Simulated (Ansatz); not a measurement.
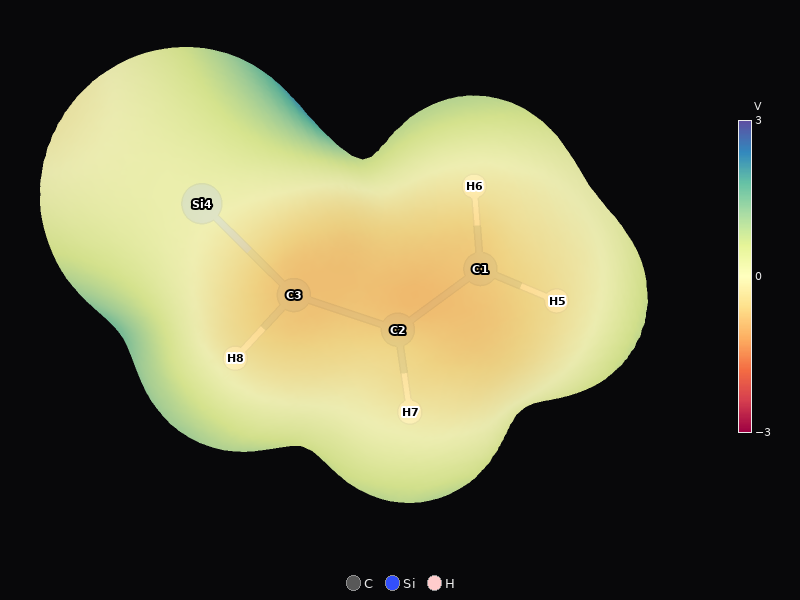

Figure. C$_{3}$H$_{4}$Si. The molecular electrostatic potential painted on the density surface at 0.002 e/bohr³, seen across its widest extent; the colour scale runs from red (negative) to blue (positive).

Geometry: PBE0-D4/def2-TZVP.

Method: RKS PBE0-D4/def2-TZVPP (Ansatz).

```yaml
atoms:
  - { symbol: C, position_ang: [0.1280, 1.3307, -0.0685] }
  - { symbol: C, position_ang: [0.4861, 0.0450, -0.1533] }
  - { symbol: C, position_ang: [-0.3666, -1.0748, 0.1378] }
  - { symbol: Si, position_ang: [-1.8319, -1.7922, 0.6137] }
  - { symbol: H, position_ang: [0.8290, 2.1212, -0.3050] }
  - { symbol: H, position_ang: [-0.8698, 1.6262, 0.2376] }
  - { symbol: H, position_ang: [1.5029, -0.1791, -0.4671] }
  - { symbol: H, position_ang: [0.1224, -2.0769, 0.0047] }
```

Where is the surface potential most negative and most positive?

Answer. The most negative region (about −0.9 V) lies over the π face of C1, C2 and C3, the most positive (about +2.1 V) over Si4.
